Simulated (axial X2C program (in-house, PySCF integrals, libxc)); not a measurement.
# MnH: bond curves with and without spin–orbit coupling, part 2 of 2

Computed with an in-house X2C program for linear molecules on PySCF integrals; all-electron X2C, Mn dyall-cv3z, H dyall-v3z. The steps go on from the part before.

## Step 11: PBE0, 2c

State followed: Ω = 3 (excess of +ω over −ω: ω = 1/2, ω = 5/2). The scan is laid around 1.723 Å, a first estimate of the minimum, and this SCF restarts from the orbitals of the search.

The SCF at the reference distance of 1.723 Å:

```text
two-component X2C + atomic mean field  PBE0
basis functions 125  fitting functions 693  grid points 5069
iter        total energy     max residual
   1      -1158.635624708     1.23e-05
   2      -1158.635624714     8.48e-06
   3      -1158.635624715     6.82e-06
converged
one-electron -1610.04173130  Coulomb 496.79106184  exact exchange -12.94347429  xc functional -39.81786603  nuclear repulsion 7.67813713  atomic mean-field constant -0.30175206
```

Along the bond, energies from the lowest point:

| R (Å) | E (eV) | μ (D) | HOMO (eV) | LUMO (eV) | iterations |
| --- | --- | --- | --- | --- | --- |
| 1.499 | 0.2937 | -0.35 | -4.57 | -2.08 | 9 |
| 1.568 | 0.1275 | -0.59 | -4.67 | -2.07 | 9 |
| 1.620 | 0.0524 | -0.78 | -4.74 | -2.08 | 9 |
| 1.671 | 0.0119 | -0.96 | -4.80 | -2.08 | 9 |
| 1.723 | 0.0000 | -1.15 | -4.87 | -2.10 | 3 |
| 1.783 | 0.0154 | -1.36 | -4.94 | -2.12 | 9 |
| 1.844 | 0.0561 | -1.57 | -5.01 | -2.15 | 9 |
| 1.921 | 0.1366 | -1.84 | -5.09 | -2.20 | 10 |
| 2.016 | 0.2657 | -2.17 | -5.18 | -2.27 | 10 |
| 2.154 | 0.4887 | -2.61 | -5.32 | -2.37 | 10 |
| 2.343 | 0.8162 | -3.09 | -5.52 | -2.50 | 11 |
| 2.584 | 1.1946 | -3.30 | -5.87 | -2.61 | 11 |

Dipoles are positive if H is the positive end.

Outer spinors at the reference distance:

| ω | occupied | ε (eV) | atomic character | λ mixture |
| --- | --- | --- | --- | --- |
| 1/2 | yes | -10.92 | 87% Mn d, 11% H s | 100% σ |
| -3/2 | yes | -10.85 | 100% Mn d | 100% δ |
| 5/2 | yes | -10.76 | 100% Mn d | 100% δ |
| -1/2 | yes | -10.62 | 99% Mn d | 100% π |
| 3/2 | yes | -10.58 | 99% Mn d | 100% π |
| 1/2 | yes | -8.15 | 49% Mn s, 38% H s, 10% Mn d | 100% σ |
| -1/2 | yes | -7.88 | 57% H s, 21% Mn s, 12% Mn d | 100% σ |
| 1/2 | yes | -4.87 | 52% Mn p, 29% Mn s, 16% H s | 100% σ |
| -1/2 | no | -2.10 | 54% Mn s, 35% Mn d, 7% Mn p | 100% σ |
| -1/2 | no | -1.29 | 98% Mn p | 100% π |
| 3/2 | no | -1.26 | 98% Mn p | 100% π |
| 3/2 | no | -1.25 | 100% Mn d | 100% δ |

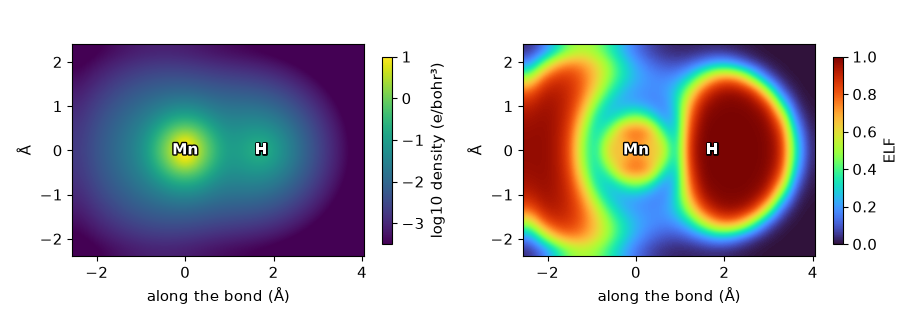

PBE0 fields in a plane through the axis, from a grid of 0.3 Å; Mn lies at z = 0 and H at z = 1.723 Å; the ELF is damped to zero where the density is low.

Re = 1.722 Å, ωe = 1555 cm⁻¹, ωexe = 25.8 cm⁻¹, Be = 5.746 cm⁻¹, De = 1.84 eV, μ = -1.14 D.

## Step 12: HF, 2c

Output at 1.723 Å:

```text
two-component X2C + atomic mean field  HF
basis functions 125  fitting functions 693  grid points 5069
iter        total energy     max residual
   1      -1157.648181561     1.12e-01
   2      -1157.667025104     1.85e-02
   3      -1157.669377709     8.51e-03
   4      -1157.669986436     1.88e-03
   5      -1157.670036566     7.70e-04
   6      -1157.670050126     4.39e-04
   7      -1157.670053614     2.11e-04
   8      -1157.670054471     1.10e-04
   9      -1157.670054836     3.70e-05
  10      -1157.670054892     2.06e-05
  11      -1157.670054900     1.39e-05
  12      -1157.670054902     9.02e-06
  13      -1157.670054903     5.09e-06
  14      -1157.670054904     1.16e-06
converged
one-electron -1610.05999681  Coulomb 496.88891153  exact exchange -51.87535469  xc functional 0.00000000  nuclear repulsion 7.67813713  atomic mean-field constant -0.30175206
```

No constants are quoted: the dipole of the solution doesn't run smoothly along the scan, a sign that its character may change, so the fit is set aside.

## Step 13: r2SCAN, 2c

The SCF at the reference distance of 1.723 Å:

```text
two-component X2C + atomic mean field  r2SCAN
basis functions 125  fitting functions 693  grid points 5069
iter        total energy     max residual
   1      -1158.824139831     3.23e-02
   2      -1158.826098821     2.06e-03
   3      -1158.826108111     4.19e-03
   4      -1158.826155600     1.05e-03
   5      -1158.826161280     1.45e-04
   6      -1158.826161519     3.54e-05
   7      -1158.826161548     1.21e-05
   8      -1158.826161550     7.44e-06
converged
one-electron -1610.07772570  Coulomb 496.83387177  exact exchange 0.00000000  xc functional -52.95869269  nuclear repulsion 7.67813713  atomic mean-field constant -0.30175206
```

Re = 1.709 Å, ωe = 1569 cm⁻¹, ωexe = 26.2 cm⁻¹, Be = 5.83 cm⁻¹, De = 2.12 eV, μ = -1.15 D.

## Step 14: PBE, 2c

The SCF at the reference distance of 1.723 Å:

```text
two-component X2C + atomic mean field  PBE
basis functions 125  fitting functions 693  grid points 5069
iter        total energy     max residual
   1      -1158.609664656     3.77e-02
   2      -1158.613055450     5.32e-03
   3      -1158.612763912     1.32e-02
   4      -1158.613291315     1.33e-03
   5      -1158.613311245     8.28e-04
   6      -1158.613315872     1.39e-04
   7      -1158.613316023     3.87e-05
   8      -1158.613316034     9.97e-06
   9      -1158.613316035     1.30e-06
converged
one-electron -1609.94929060  Coulomb 496.66954495  exact exchange 0.00000000  xc functional -52.70995545  nuclear repulsion 7.67813713  atomic mean-field constant -0.30175206
```

Re = 1.710 Å, ωe = 1533 cm⁻¹, ωexe = 28 cm⁻¹, Be = 5.826 cm⁻¹, De = 1.90 eV, μ = -0.89 D.

## Step 15: B97-3, 2c

The SCF at the reference distance of 1.723 Å:

```text
two-component X2C + atomic mean field  B97-3
basis functions 125  fitting functions 693  grid points 5069
iter        total energy     max residual
   1      -1158.706761246     1.26e-02
   2      -1158.705648959     1.89e-02
   3      -1158.709692566     5.82e-03
   4      -1158.710052699     1.78e-03
   5      -1158.710104974     6.09e-04
   6      -1158.710111507     3.20e-04
   7      -1158.710113219     1.95e-04
   8      -1158.710113845     4.29e-05
   9      -1158.710113893     1.78e-05
  10      -1158.710113901     7.40e-06
  11      -1158.710113903     5.55e-06
  12      -1158.710113905     2.52e-06
converged
one-electron -1610.07983017  Coulomb 496.83094344  exact exchange -13.94222315  xc functional -38.89538910  nuclear repulsion 7.67813713  atomic mean-field constant -0.30175206
```

Re = 1.755 Å, ωe = 1468 cm⁻¹, ωexe = 28.5 cm⁻¹, Be = 5.529 cm⁻¹, De = 1.52 eV, μ = -1.01 D.

## Step 16: Correlated methods, 2c

Correlated methods: 8 electrons correlated (frozen shells, counted by type: Mn 3 s, 2 p; H none), 194 virtual spinors in MP2, 82 natural virtuals in coupled cluster.

Output of the correlated part at 1.723 Å:

```text
correlated 8  virtual 194  natural virtual 82  E(MP2) -0.129920564  MP2 remainder -0.003014495
iter   CCSD correlation   residual
   1     -0.136908534   7.58e-02
   2     -0.141302885   3.15e-02
   3     -0.141689222   1.06e-02
   4     -0.141866382   4.92e-03
   5     -0.141889401   1.23e-03
   6     -0.141886409   3.18e-04
   7     -0.141887548   8.45e-05
   8     -0.141887329   3.10e-05
   9     -0.141887315   1.13e-05
(T) -0.002871043  T1 0.0257  D1 0.0542  max T2 0.051
```

MP2: No constants are quoted: the dipole of the HF reference doesn't run smoothly along the scan, a sign that its character may change, so the fit is set aside.

CCSD: No constants are quoted: the dipole of the HF reference doesn't run smoothly along the scan, a sign that its character may change, so the fit is set aside.

CCSD(T): No constants are quoted: the dipole of the HF reference doesn't run smoothly along the scan, a sign that its character may change, so the fit is set aside.

## Step 17: A higher determinant, 2c

State: Ω = 2 (excess of +ω over −ω: ω = -1/2, ω = 5/2).

Output at the reference distance:

```text
two-component X2C + atomic mean field  PBE0
basis functions 125  fitting functions 693  grid points 5069
iter        total energy     max residual
   1      -1158.625006234     1.22e-05
   2      -1158.625006235     2.08e-05
   3      -1158.625006237     4.03e-06
converged
one-electron -1610.55499090  Coulomb 497.27133252  exact exchange -12.92533942  xc functional -39.79239350  nuclear repulsion 7.67813713  atomic mean-field constant -0.30175206
```

| R (Å) | E above the lowest PBE0 point (eV) |
| --- | --- |
| 1.499 | 0.341 |
| 1.568 | 0.267 |
| 1.620 | 0.250 |
| 1.671 | 0.259 |
| 1.723 | 0.289 |
| 1.783 | 0.345 |
| 1.844 | 0.418 |
| 1.921 | 0.529 |
| 2.016 | 0.682 |

Re = 1.626 Å, ωe = 1609 cm⁻¹, ωexe = 29.6 cm⁻¹, Be = 6.442 cm⁻¹, μ = -1.17 D. Te = 0.25 eV. As a difference of two determinants it need not be a gap between pure terms.

State: Ω = 1 (excess of +ω over −ω: ω = -3/2, ω = 5/2).

Output at the reference distance:

```text
two-component X2C + atomic mean field  PBE0
basis functions 125  fitting functions 693  grid points 5069
iter        total energy     max residual
   1      -1158.585771282     1.63e-05
   2      -1158.585771280     3.81e-05
   3      -1158.585771285     7.25e-06
   4      -1158.585771286     4.80e-06
converged
one-electron -1613.29645337  Coulomb 500.10232836  exact exchange -12.92247280  xc functional -39.84555854  nuclear repulsion 7.67813713  atomic mean-field constant -0.30175206
```

| R (Å) | E above the lowest PBE0 point (eV) |
| --- | --- |
| 1.499 | 1.337 |
| 1.568 | 1.284 |
| 1.620 | 1.284 |
| 1.671 | 1.310 |
| 1.723 | 1.357 |
| 1.783 | 1.432 |
| 1.844 | 1.523 |
| 1.921 | 1.658 |
| 2.016 | 1.839 |

Re = 1.594 Å, ωe = 1730 cm⁻¹, ωexe = 30.8 cm⁻¹, Be = 6.706 cm⁻¹, μ = -2.98 D. Te = 1.28 eV. As a difference of two determinants it need not be a gap between pure terms.

## Step 18: The 2c curves together

Energy (eV) of the followed determinant, 2c, from each level's lowest point:

| R (Å) | PBE0 | HF (dipole not smooth) | MP2 (HF's dipole not smooth) | CCSD (HF's dipole not smooth) | CCSD(T) (HF's dipole not smooth) | r2SCAN | PBE | B97-3 |
| --- | --- | --- | --- | --- | --- | --- | --- | --- |
| 1.499 | 0.294 | 0.486 | 0.338 | n/a | n/a | 0.262 | 0.253 | 0.363 |
| 1.568 | 0.127 | 0.252 | 0.151 | 0.164 | 0.160 | 0.107 | 0.104 | 0.174 |
| 1.620 | 0.052 | 0.134 | 0.066 | 0.074 | 0.072 | 0.040 | 0.039 | 0.083 |
| 1.671 | 0.012 | 0.057 | 0.017 | 0.022 | 0.021 | 0.006 | 0.006 | 0.028 |
| 1.723 | 0.000 | 0.014 | 0.000 | 0.000 | 0.000 | 0.000 | 0.000 | 0.001 |
| 1.783 | 0.015 | 0.000 | 0.012 | 0.006 | 0.007 | 0.022 | 0.020 | 0.000 |
| 1.844 | 0.056 | 0.017 | 0.052 | 0.040 | 0.042 | 0.067 | 0.064 | 0.024 |
| 1.921 | 0.137 | 0.075 | 0.136 | 0.114 | 0.116 | 0.154 | 0.145 | 0.084 |
| 2.016 | 0.266 | 0.188 | 0.272 | n/a | n/a | 0.288 | 0.271 | 0.188 |
| 2.154 | 0.489 | 0.403 | 0.513 | n/a | n/a | 0.517 | 0.485 | 0.374 |
| 2.343 | 0.816 | 0.739 | 0.881 | n/a | n/a | 0.851 | 0.794 | 0.651 |
| 2.584 | 1.195 | 1.099 | 1.327 | n/a | n/a | 1.232 | 1.155 | 0.968 |

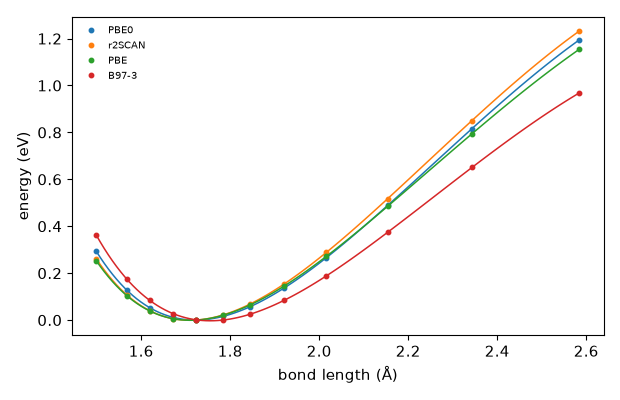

Curves of the followed state, 2c, each from its own lowest point. Left out: HF, MP2, CCSD, CCSD(T).

The whole job took 69 s on 2 threads of Intel Xeon 6975P-C (Granite Rapids), shared host; peak memory 0.44 GiB.

## Step 19: Results

This closing draws on all 2 parts.

Lowest determinant that the search found at its distance, spin-free: M_S = 3, Λ = 0 (beyond closed shells: 2 × σα, π+α, π-α, δ+α, δ-α).

Lowest determinant that the search found at its distance, 2c: Ω = 3 (excess of +ω over −ω: ω = 1/2, ω = 5/2).

| Hamiltonian | level | Re (Å) | ωe (cm⁻¹) | De (eV) | μ (D) |
| --- | --- | --- | --- | --- | --- |
| spin-free | PBE0 | 1.721 | 1556 | 1.84 | -1.14 |
| spin-free | r2SCAN | 1.709 | 1570 | 2.12 | -1.15 |
| spin-free | PBE | 1.710 | 1534 | 1.90 | -0.89 |
| spin-free | B97-3 | 1.755 | 1469 | 1.52 | -1.01 |
| 2c | PBE0 | 1.722 | 1555 | 1.84 | -1.14 |
| 2c | r2SCAN | 1.709 | 1569 | 2.12 | -1.15 |
| 2c | PBE | 1.710 | 1533 | 1.90 | -0.89 |
| 2c | B97-3 | 1.755 | 1468 | 1.52 | -1.01 |

Dipoles are positive if H is the positive end. No constants: spin-free HF (the dipole of the solution doesn't run smoothly along the scan, a sign that its character may change, so the fit is set aside); spin-free MP2 (the dipole of the HF reference doesn't run smoothly along the scan, a sign that its character may change, so the fit is set aside); spin-free CCSD (the dipole of the HF reference doesn't run smoothly along the scan, a sign that its character may change, so the fit is set aside); spin-free CCSD(T) (the dipole of the HF reference doesn't run smoothly along the scan, a sign that its character may change, so the fit is set aside); 2c HF (the dipole of the solution doesn't run smoothly along the scan, a sign that its character may change, so the fit is set aside); 2c MP2 (the dipole of the HF reference doesn't run smoothly along the scan, a sign that its character may change, so the fit is set aside); 2c CCSD (the dipole of the HF reference doesn't run smoothly along the scan, a sign that its character may change, so the fit is set aside); 2c CCSD(T) (the dipole of the HF reference doesn't run smoothly along the scan, a sign that its character may change, so the fit is set aside).

Measured (Huber and Herzberg, Constants of Diatomic Molecules, 1979): Re = 1.7311 Å, ωe = 1548.0 cm⁻¹.

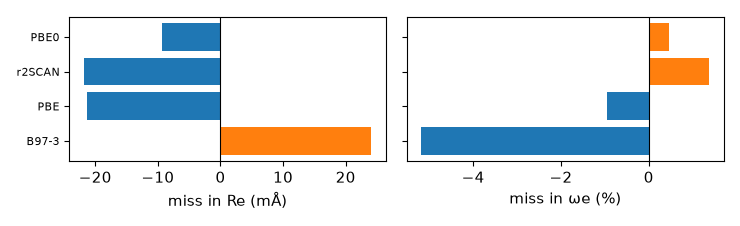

How far each level lies from the measured constants (2c results).

Time per point (s) on 2 threads of Intel Xeon 6975P-C (Granite Rapids), shared host (2c runs); the times are rough: PBE0 0.16, r2SCAN 0.25, PBE 0.14, B97-3 0.21.

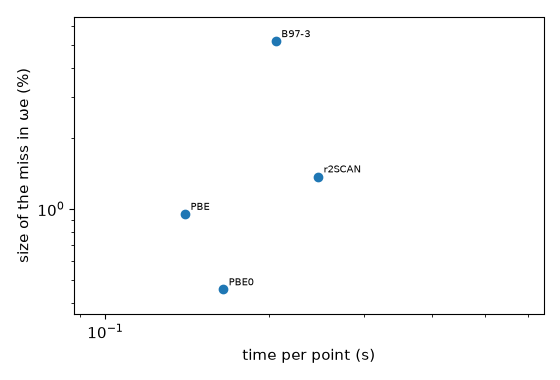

What each level's time buys in the wavenumber.

**Reading.** Judged by the measured constants: best bond length PBE0 (-9 mÅ), worst B97-3 (+24 mÅ); best wavenumber PBE0 (+0.5 %), worst B97-3 (-5.2 %). At PBE0, going from spin-free to two-component changes Re by 0 mÅ, ωe by 0.0 %, which is small (part of it comes from the scalar share of the two-electron terms). De moves by 0.00 eV; both De rest on single-determinant atoms, which can miss part of an open shell's spin–orbit lowering.

De refers to Mn + H, each in the lowest determinant found, which need not be this curve's own limit. Each curve is one determinant whose occupation by symmetry is held fixed; it was picked as the lowest of a PBE0 search that is not exhaustive. De is counted from the lowest determinant-based energies of the atoms at the same level, without counterpoise correction. Density functionals use the spin component along the axis (collinear). The meta-GGAs lack a current-density term, which matters for open shells with orbital currents, atoms included. With several unpaired electrons one determinant need not be a pure state. At some level an empty orbital lies below a filled one.
